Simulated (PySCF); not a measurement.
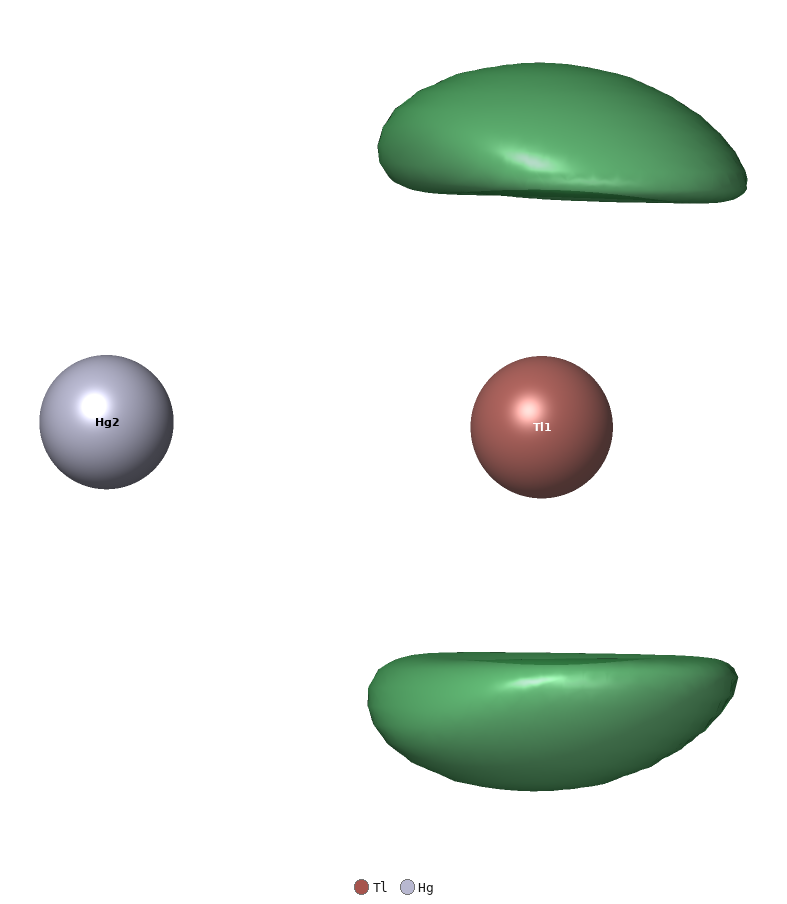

TlHg (doublet). Isosurface of the electron localisation function at 0.75 (green), seen from one side. Core shells and regions of very low density are left out.

Core potentials replace the inner electrons of Tl and Hg.

The calculation used PBE0/def2-SVP, non-relativistic Hamiltonian with scalar-relativistic core potentials where named, at a bond length of 3.214 Å in PySCF 2.14.0.

```xyz
2

Tl    0.0000    0.0000   -1.5951
Hg    0.0000    0.0000    1.6189
```

Where are the electrons localised?

At this value the surface marks out two lobes on Tl, pointing away from the bonds (non-bonding electrons). Along the contacts the grid gives the following. Tl–Hg (3.21 Å): the ELF is about 0.10 at the midpoint.
